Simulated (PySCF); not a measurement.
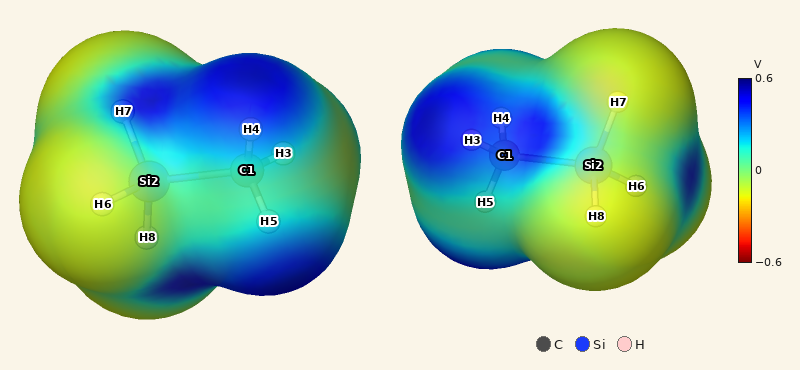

Figure. CH6Si, SMILES `C[SiH3]`. Electrostatic potential on the surface of electron density 0.001 a.u. (back view left, front view right).

PySCF calculation, ωB97X/6-31G*, gas phase; geometry: GFN2-xTB. No frequency check shows the geometry to be a minimum.

Q: Where are the extremes of the potential on the surface?

A: Highest: 0.52 V, 1.3 Å from H5, and at like points elsewhere. Lowest: −0.15 V, 1.5 Å from H7, and at like points elsewhere. Further minima include −0.08 V, near H5 (1.79 Å), H4 (1.87 Å), H3 (1.96 Å) and C1 (1.97 Å). The surface is sampled at points, so like sites can differ by a few per cent and only the strongest of them is named.

Run time: 3.7 s on 1 thread of Intel(R) Xeon(R) Platinum 8488C (Sapphire Rapids), on a shared host, peak memory 0.24 GiB.
